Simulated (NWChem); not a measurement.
Single-point calculation, with input and output: CH₄AlFO (part 3 of 4)

CH₄AlFO, SMILES [CH3][Al]([OH])[F]; wB97X/pc-0, RKS, SMD solvent water (NWChem 7.3.0). The geometry comes from this level: PBE0-D4/def2-TZVP.

Geometry of the input (Å):
```
C  0.0000  0.0000  0.0000
Al 0.0000  0.0000  1.9299
O  1.4533  0.0000  2.7904
F  -1.4150  -0.0010  2.7857
H  0.4891  -0.8988  -0.3860
H  0.5602  0.8554  -0.3873
H  -1.0117  0.0390  -0.4077
H  1.5060  -0.0016  3.7446
```

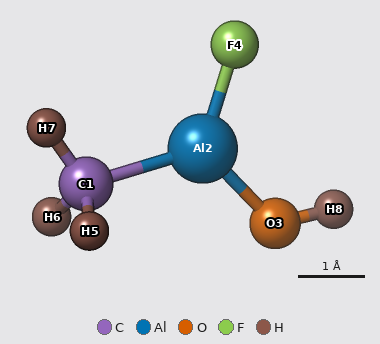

Figure 1. The structure as given in the input (ball-and-stick view, seen at a tilt; atoms are numbered from 1 in the order of the input). Sticks mark near contacts.

## Output, continued
```
 Vector   26  Occ=0.000000D+00  E= 2.585253D-01
              MO Center= -6.4D-01,  1.6D-01, -1.5D-01, r^2= 4.2D+00
   Bfn.  Coefficient  Atom+Function         Bfn.  Coefficient  Atom+Function
  ----- ------------  ---------------      ----- ------------  ---------------
    46      1.590971  7 H  s                  7      1.166179  1 C  px
    44     -0.906891  6 H  s                 42     -0.516010  5 H  s
    20     -0.423046  2 Al px                 4      0.284619  1 C  px
    48      0.282698  8 H  s                 13     -0.196472  2 Al s
    17      0.135355  2 Al px                 8      0.121489  1 C  py

 Vector   27  Occ=0.000000D+00  E= 2.832989D-01
              MO Center=  7.9D-01, -2.0D-02,  2.1D+00, r^2= 6.3D+00
   Bfn.  Coefficient  Atom+Function         Bfn.  Coefficient  Atom+Function
  ----- ------------  ---------------      ----- ------------  ---------------
    13      1.223051  2 Al s                 48     -0.937632  8 H  s
    42     -0.710034  5 H  s                 44     -0.680073  6 H  s
     9     -0.652987  1 C  pz                31      0.490096  3 O  pz
     3      0.437497  1 C  s                 20      0.427537  2 Al px
    22     -0.277950  2 Al pz                 7      0.272256  1 C  px

 Vector   28  Occ=0.000000D+00  E= 3.152558D-01
              MO Center=  2.7D-01,  1.7D-03,  2.3D+00, r^2= 7.3D+00
   Bfn.  Coefficient  Atom+Function         Bfn.  Coefficient  Atom+Function
  ----- ------------  ---------------      ----- ------------  ---------------
    22      1.665647  2 Al pz                48     -1.195525  8 H  s
    46      0.890064  7 H  s                  9      0.787258  1 C  pz
    42      0.666162  5 H  s                 44      0.664546  6 H  s
    13     -0.455085  2 Al s                  3     -0.378520  1 C  s
    20      0.365832  2 Al px                25      0.334895  3 O  s

 Vector   29  Occ=0.000000D+00  E= 4.532254D-01
              MO Center= -3.2D-03,  1.4D-03,  1.9D+00, r^2= 3.8D+00
   Bfn.  Coefficient  Atom+Function         Bfn.  Coefficient  Atom+Function
  ----- ------------  ---------------      ----- ------------  ---------------
    18      1.242510  2 Al py                21     -0.974871  2 Al py
    42     -0.507758  5 H  s                 44      0.484308  6 H  s
    15     -0.340239  2 Al py                 8     -0.193541  1 C  py
     5     -0.119104  1 C  py                41      0.037002  5 H  s
    43     -0.035397  6 H  s                 36     -0.026359  4 F  py

 Vector   30  Occ=0.000000D+00  E= 5.494084D-01
              MO Center=  4.9D-02,  5.7D-04,  1.7D+00, r^2= 3.6D+00
   Bfn.  Coefficient  Atom+Function         Bfn.  Coefficient  Atom+Function
  ----- ------------  ---------------      ----- ------------  ---------------
    19      1.410951  2 Al pz                22     -0.833199  2 Al pz
     9      0.570768  1 C  pz                17     -0.426671  2 Al px
    48      0.342505  8 H  s                 16     -0.336658  2 Al pz
    38     -0.269414  4 F  px                44     -0.247107  6 H  s
    20      0.237008  2 Al px                42     -0.237304  5 H  s

 Vector   31  Occ=0.000000D+00  E= 5.820615D-01
              MO Center= -8.2D-02,  2.3D-03,  1.7D+00, r^2= 3.3D+00
   Bfn.  Coefficient  Atom+Function         Bfn.  Coefficient  Atom+Function
  ----- ------------  ---------------      ----- ------------  ---------------
    17      1.363448  2 Al px                20     -0.868239  2 Al px
    19      0.555839  2 Al pz                46     -0.557664  7 H  s
    29      0.388828  3 O  px                14     -0.329128  2 Al px
    22     -0.293880  2 Al pz                45      0.260819  7 H  s
    25     -0.230808  3 O  s                  9      0.223079  1 C  pz

 Vector   32  Occ=0.000000D+00  E= 7.655795D-01
              MO Center=  9.0D-02, -7.2D-03, -1.5D-02, r^2= 2.7D+00
   Bfn.  Coefficient  Atom+Function         Bfn.  Coefficient  Atom+Function
  ----- ------------  ---------------      ----- ------------  ---------------
     8      1.004569  1 C  py                41      0.863081  5 H  s
    43     -0.828362  6 H  s                 42     -0.382079  5 H  s
    44      0.365909  6 H  s                 21     -0.247962  2 Al py
     5     -0.213640  1 C  py                18     -0.192247  2 Al py
    27      0.070840  3 O  py                36      0.059080  4 F  py

 Vector   33  Occ=0.000000D+00  E= 8.341181D-01
              MO Center= -1.5D-01,  8.7D-03,  1.4D-01, r^2= 3.0D+00
   Bfn.  Coefficient  Atom+Function         Bfn.  Coefficient  Atom+Function
  ----- ------------  ---------------      ----- ------------  ---------------
    45      1.043188  7 H  s                  7      0.980284  1 C  px
    17     -0.547997  2 Al px                43     -0.451771  6 H  s
    46     -0.453610  7 H  s                 41     -0.383582  5 H  s
    20     -0.296113  2 Al px                34     -0.202282  4 F  s
    25      0.188899  3 O  s                 44      0.188226  6 H  s

 Vector   34  Occ=0.000000D+00  E= 9.170185D-01
              MO Center=  1.1D-01, -3.5D-03, -3.1D-01, r^2= 2.1D+00
   Bfn.  Coefficient  Atom+Function         Bfn.  Coefficient  Atom+Function
  ----- ------------  ---------------      ----- ------------  ---------------
     9      1.003670  1 C  pz                41      0.736090  5 H  s
    43      0.739018  6 H  s                  3     -0.593122  1 C  s
    45      0.550309  7 H  s                  6     -0.474446  1 C  pz
    22      0.443828  2 Al pz                13     -0.322564  2 Al s
    48     -0.231164  8 H  s                 19     -0.184400  2 Al pz

 Vector   35  Occ=0.000000D+00  E= 9.479394D-01
              MO Center=  1.4D+00, -1.1D-03,  3.3D+00, r^2= 2.5D+00
   Bfn.  Coefficient  Atom+Function         Bfn.  Coefficient  Atom+Function
  ----- ------------  ---------------      ----- ------------  ---------------
    47      1.349459  8 H  s                 48     -0.954483  8 H  s
    31     -0.442318  3 O  pz                22      0.294960  2 Al pz
    28     -0.295590  3 O  pz                 6      0.284616  1 C  pz
    17     -0.257490  2 Al px                20      0.247380  2 Al px
    25     -0.194345  3 O  s                 13      0.166722  2 Al s

 Vector   36  Occ=0.000000D+00  E= 1.056499D+00
              MO Center=  1.7D-01, -1.9D-02, -1.2D-01, r^2= 1.7D+00
   Bfn.  Coefficient  Atom+Function         Bfn.  Coefficient  Atom+Function
  ----- ------------  ---------------      ----- ------------  ---------------
     8      1.326220  1 C  py                 5     -1.069484  1 C  py
    42      1.056202  5 H  s                 44     -1.007802  6 H  s
    41     -0.351800  5 H  s                 43      0.339298  6 H  s
    18     -0.134706  2 Al py                46     -0.052358  7 H  s
    27      0.044251  3 O  py

 Vector   37  Occ=0.000000D+00  E= 1.066838D+00
              MO Center= -1.6D-01,  1.5D-02, -9.0D-02, r^2= 1.7D+00
   Bfn.  Coefficient  Atom+Function         Bfn.  Coefficient  Atom+Function
  ----- ------------  ---------------      ----- ------------  ---------------
     7      1.429331  1 C  px                46      1.213762  7 H  s
     4     -1.073625  1 C  px                44     -0.589079  6 H  s
    42     -0.501028  5 H  s                 45     -0.378222  7 H  s
    17     -0.268449  2 Al px                43      0.117713  6 H  s
     9      0.113511  1 C  pz                 6     -0.095185  1 C  pz

 Vector   38  Occ=0.000000D+00  E= 1.093868D+00
              MO Center=  7.8D-02, -2.0D-03,  2.1D-01, r^2= 2.9D+00
   Bfn.  Coefficient  Atom+Function         Bfn.  Coefficient  Atom+Function
  ----- ------------  ---------------      ----- ------------  ---------------
     9      1.285863  1 C  pz                 6     -0.929030  1 C  pz
    13     -0.792352  2 Al s                 22      0.628373  2 Al pz
    42      0.603377  5 H  s                 44      0.602815  6 H  s
    46      0.529265  7 H  s                 45     -0.435865  7 H  s
    41     -0.424648  5 H  s                 43     -0.421124  6 H  s

 Vector   39  Occ=0.000000D+00  E= 1.548431D+00
              MO Center=  1.4D+00,  2.6D-04,  2.8D+00, r^2= 1.1D+00
   Bfn.  Coefficient  Atom+Function         Bfn.  Coefficient  Atom+Function
  ----- ------------  ---------------      ----- ------------  ---------------
    27      0.988675  3 O  py                30     -0.950184  3 O  py
     8     -0.172750  1 C  py                21      0.172732  2 Al py
    36     -0.146074  4 F  py                39      0.093087  4 F  py
    18      0.077924  2 Al py                 5      0.057959  1 C  py
    41     -0.043754  5 H  s                 43      0.040284  6 H  s

 Vector   40  Occ=0.000000D+00  E= 1.596700D+00
              MO Center=  1.4D+00, -5.1D-05,  2.8D+00, r^2= 1.2D+00
   Bfn.  Coefficient  Atom+Function         Bfn.  Coefficient  Atom+Function
  ----- ------------  ---------------      ----- ------------  ---------------
    29     -0.983746  3 O  px                26      0.917827  3 O  px
    31      0.437647  3 O  pz                28     -0.359308  3 O  pz
    19     -0.280809  2 Al pz                47     -0.253335  8 H  s
    22     -0.205941  2 Al pz                 9     -0.165488  1 C  pz
    20      0.154987  2 Al px                17     -0.141861  2 Al px

 Vector   41  Occ=0.000000D+00  E= 1.784492D+00
              MO Center=  1.4D+00, -3.1D-04,  2.7D+00, r^2= 1.4D+00
   Bfn.  Coefficient  Atom+Function         Bfn.  Coefficient  Atom+Function
  ----- ------------  ---------------      ----- ------------  ---------------
    31      1.416577  3 O  pz                28     -0.906749  3 O  pz
    13      0.661479  2 Al s                 29      0.588944  3 O  px
    47     -0.451698  8 H  s                 17      0.436126  2 Al px
    26     -0.386170  3 O  px                48     -0.387678  8 H  s
     9     -0.254815  1 C  pz                37     -0.154606  4 F  pz

 Vector   42  Occ=0.000000D+00  E= 1.935426D+00
              MO Center= -1.3D+00, -8.5D-04,  2.8D+00, r^2= 9.6D-01
   Bfn.  Coefficient  Atom+Function         Bfn.  Coefficient  Atom+Function
  ----- ------------  ---------------      ----- ------------  ---------------
    36      0.968506  4 F  py                39     -0.959839  4 F  py
    21      0.191086  2 Al py                30     -0.190310  3 O  py
    27      0.143848  3 O  py                 8     -0.138635  1 C  py
    18      0.098890  2 Al py                41     -0.057179  5 H  s
    43      0.054376  6 H  s                  5      0.036332  1 C  py

 Vector   43  Occ=0.000000D+00  E= 2.001415D+00
              MO Center= -1.4D+00, -1.2D-03,  2.8D+00, r^2= 1.2D+00
   Bfn.  Coefficient  Atom+Function         Bfn.  Coefficient  Atom+Function
  ----- ------------  ---------------      ----- ------------  ---------------
    38     -0.926784  4 F  px                35      0.849731  4 F  px
    40     -0.471343  4 F  pz                37      0.468407  4 F  pz
    22      0.366491  2 Al pz                48     -0.334794  8 H  s
    19      0.270743  2 Al pz                20      0.267665  2 Al px
     9      0.227683  1 C  pz                29      0.189381  3 O  px

 Vector   44  Occ=0.000000D+00  E= 2.066609D+00
              MO Center= -1.4D+00, -1.2D-03,  2.8D+00, r^2= 1.3D+00
   Bfn.  Coefficient  Atom+Function         Bfn.  Coefficient  Atom+Function
  ----- ------------  ---------------      ----- ------------  ---------------
    40      0.969977  4 F  pz                37     -0.837486  4 F  pz
    38     -0.616144  4 F  px                17     -0.515247  2 Al px
    35      0.491200  4 F  px                22     -0.475038  2 Al pz
    13      0.343364  2 Al s                  9     -0.259742  1 C  pz
    44     -0.236361  6 H  s                 42     -0.232958  5 H  s

 Vector   45  Occ=0.000000D+00  E= 1.130827D+01
              MO Center=  5.4D-03, -8.7D-05,  1.9D+00, r^2= 5.2D-01
   Bfn.  Coefficient  Atom+Function         Bfn.  Coefficient  Atom+Function
  ----- ------------  ---------------      ----- ------------  ---------------
    12     -2.796472  2 Al s                 11      2.677060  2 Al s
    10      0.876326  2 Al s                 13      0.663922  2 Al s
     9     -0.195675  1 C  pz                22     -0.141135  2 Al pz
    42     -0.125066  5 H  s                 44     -0.124506  6 H  s
    46     -0.106138  7 H  s                 25     -0.080008  3 O  s

 Vector   46  Occ=0.000000D+00  E= 3.355096D+01
              MO Center=  2.4D-04, -6.0D-06,  8.2D-04, r^2= 9.7D-02
   Bfn.  Coefficient  Atom+Function         Bfn.  Coefficient  Atom+Function
  ----- ------------  ---------------      ----- ------------  ---------------
     1      1.482614  1 C  s                  2     -1.412985  1 C  s
     3      0.465917  1 C  s                 41     -0.074031  5 H  s
    43     -0.073954  6 H  s                 19      0.071804  2 Al pz
    45     -0.071993  7 H  s                 46     -0.050710  7 H  s
    42     -0.050054  5 H  s                 44     -0.050115  6 H  s

 Vector   47  Occ=0.000000D+00  E= 7.412056D+01
              MO Center=  1.5D+00, -1.1D-05,  2.8D+00, r^2= 4.5D-02
   Bfn.  Coefficient  Atom+Function         Bfn.  Coefficient  Atom+Function
  ----- ------------  ---------------      ----- ------------  ---------------
    23      1.430860  3 O  s                 24     -1.295079  3 O  s
    25      0.314130  3 O  s                 47     -0.057341  8 H  s
    13     -0.055691  2 Al s                 12      0.039412  2 Al s
    17     -0.038528  2 Al px                48     -0.035846  8 H  s
    19     -0.033848  2 Al pz                31      0.030682  3 O  pz

 Vector   48  Occ=0.000000D+00  E= 1.016614D+02
              MO Center= -1.4D+00, -1.1D-03,  2.8D+00, r^2= 3.5D-02
   Bfn.  Coefficient  Atom+Function         Bfn.  Coefficient  Atom+Function
  ----- ------------  ---------------      ----- ------------  ---------------
    32      1.402092  4 F  s                 33     -1.239960  4 F  s
    34      0.271185  4 F  s                 13     -0.051525  2 Al s
    17      0.041120  2 Al px                12      0.038004  2 Al s
    20      0.035433  2 Al px                 7     -0.029839  1 C  px
    38      0.029529  4 F  px                22     -0.026886  2 Al pz

 center of mass
 --------------
 x =  -0.05038746 y =  -0.00062905 z =   3.68734748

 moments of inertia (a.u.)
 ------------------
         327.152980804734          -0.089858677697           0.958078852446
          -0.089858677697         591.724377749023           0.040682114118
           0.958078852446           0.040682114118         275.664704587638

     Multipole analysis of the density
     ---------------------------------

     L   x y z        total         alpha         beta         nuclear
     -   - - -        -----         -----         ----         -------
     0   0 0 0      0.000000    -20.000000    -20.000000     40.000000

     1   1 0 0      0.120437     -0.351624     -0.351624      0.823685
     1   0 1 0     -0.003140      0.013001      0.013001     -0.029143
     1   0 0 1      0.142168    -70.837434    -70.837434    141.817036

     2   2 0 0    -28.153820    -83.286494    -83.286494    138.419169
     2   1 1 0     -0.007838     -0.023595     -0.023595      0.039352
     2   1 0 1      3.215146     -3.062721     -3.062721      9.340589
     2   0 2 0    -19.348114    -12.425847    -12.425847      5.503580
     2   0 1 1     -0.006749      0.055129      0.055129     -0.117007
     2   0 0 2    -19.648988   -358.067140   -358.067140    696.485292

 Task  times  cpu:       11.1s     wall:       11.1s

                                NWChem Input Module
                                -------------------

                     NWChem Electrostatic Potential Fit Module
                     -----------------------------------------

  int_init: cando_txs set to always be  F
 Atom parameters

 Number of atoms is                                    8
 Number of basis functions is                         48

 Grid parameters

 Maximum number of grid points is                   2370
 Number of grid points is                           2369
 Grid range                                     0.300000 nm
 Grid spacing                                   0.050000 nm
 Probe radius                                   0.070000 nm
 Atom radius factor                             1.000000

 Restraint parameters

 Hyperbolic restraint to zero charge
    with scaling                 0.001000
         tightness               0.100000
         maximum iterations     25
         tolerance               0.000100

 Atomic radii

    1    0.100000
    6    0.147000
    8    0.136000
    9    0.128000
   13    0.195000
 FASTESP  F
  using M.O. file = ./job.movecs

    Atom              Coordinates                           Charge

                                                  ESP         RESP        RESP2
                                                                         constr

    1 C     0.000000    0.000000    0.000000   -0.990741   -0.956459   -0.961971
    2 Al    0.000000    0.000000    0.192986    1.637566    1.621540    1.621540
    3 O     0.145335    0.000000    0.279043   -1.149947   -1.144917   -1.144917
    4 F    -0.141496   -0.000105    0.278567   -0.628229   -0.624236   -0.624236
    5 H     0.048909   -0.089881   -0.038597    0.194309    0.185675    0.185368
    6 H     0.056022    0.085543   -0.038725    0.195950    0.187168    0.185368
    7 H    -0.101166    0.003905   -0.040773    0.186674    0.177748    0.185368
    8 H     0.150603   -0.000165    0.374464    0.554417    0.553481    0.553481
                                            ------------------------------------
                                                0.000000    0.000000   -0.000000

 Dipole moment                                  0.160936    0.162380    0.146543

 Quadrupole moment Qxx                        -16.400179  -16.296401  -16.235215
                   Qyy                         10.078025   10.011778    9.923204
                   Qzz                          6.322154    6.284623    6.312011

 RMS deviation kJ/mol                           0.191430    0.191696    0.192528

 RRMS %                                        16.067477   16.089836   16.159653

 Task  times  cpu:        0.2s     wall:        0.2s
 Total times  cpu:       11.4s     wall:       11.4s
```

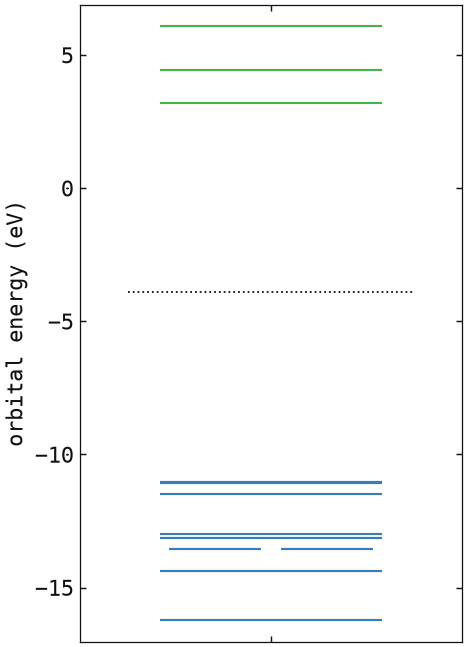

Figure 2. Orbital energies near the frontier; the dotted line parts filled from empty levels, and levels within 0.02 eV of each other stand side by side. Highest filled −11.03 eV, lowest empty 3.21 eV, 14.24 eV apart.

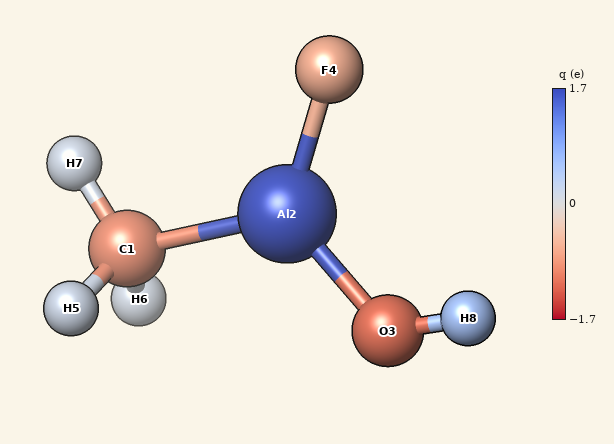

Figure 3. ESP-fitted charges, as the colour of each atom (ball-and-stick view, seen at a tilt; atoms are numbered from 1 in the order of the input). By element: C −0.99, Al +1.64, O −1.15, F −0.63 and H +0.19 to +0.55 e.

This output came from the following input.
